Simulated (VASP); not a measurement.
Band structure of PbTe (rock salt). These are PBE GGA with D3 dispersion (Becke-Johnson damping), VASP's PBE PAW potentials (set 64) (plane waves; VASP) values and carry that method's errors.

Unless said otherwise, spin-orbit coupling is left out, though it shifts the bands of the heavy elements here.

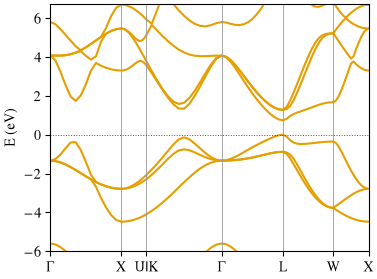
Figure. Bands along high-symmetry lines, zero at the valence-band maximum or, without a gap, the Fermi level

Problem. Read the plot: is there a gap, and where are the band edges?

Solution. The gap is direct, 0.74 eV, from the valence maximum at L to the conduction minimum at L. (Edges off the drawn lines would not show.)

The compound is PbTe in the rock salt structure. It was relaxed first.
